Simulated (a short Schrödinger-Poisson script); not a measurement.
Structure: symmetric double-gate stack, Si3N4 on p-type In0.53Ga0.47As, at 77 K.

```csv
layer,material,thickness (nm),Na (cm⁻³)
1,Si3N4,2,-
2,In0.53Ga0.47As,6,2e17
3,Si3N4,2,-
```

Constants are typed, rounded textbook-type inputs, not results; the design itself was drawn at random and stands for no fabricated device. Si3N4: permittivity 7.5, conduction-band edge (eV) 2.41, gap (eV) 5.1, electron mass (mₑ) 0.5. In0.53Ga0.47As: permittivity 13.9, conduction-band edge (eV) 0, gap (eV) 0.74, Nv at 300 K (cm⁻³) 7.7e18.

Channel valleys (confinement mass, in-plane density-of-states mass, number): Γ 0.041, 0.041, 1. At the gates, both at one voltage, the conduction-band edge of layer 1 lies 2.52 eV − eVg above the Fermi level of the channel. Gaps are held at their typed values at every temperature. Mesh 0.03 nm at interfaces.

From a short Schrödinger-Poisson script (our own, NumPy): 1D Poisson equation in equilibrium, electrons quantum, Hartree (BenDaniel-Duke, 12 states a valley, the channel's in-plane mass for all, wave functions free to enter the dielectric), parabolic valleys, classical holes, full ionisation, no traps, pinning or gate leakage.

Only gate voltages with over 1e8 electrons/cm² are shown.

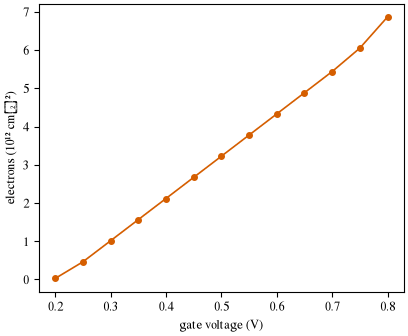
Fig. 1. Sheet density against gate voltage

```csv
Vg (V),electrons (cm⁻²),C (μF/cm²),Γ E0 (meV),Γ E1 (meV)
0.2,2.52e10,0.516,9.2,372.2
0.3,1.01e12,1.77,-59.1,301.2
0.4,2.12e12,1.77,-123.6,233.7
0.5,3.22e12,1.77,-188.2,166.1
0.6,4.33e12,1.77,-252.8,98.6
0.7,5.44e12,1.79,-317.4,31.0
0.8,6.87e12,2.72,-373.1,-27.7
```

Subbands count from the Fermi level. The capacitance is that of both gates.

Above a few 1e12 electrons/cm² a light Γ valley is non-parabolic and upper valleys begin to fill, which the model leaves out.
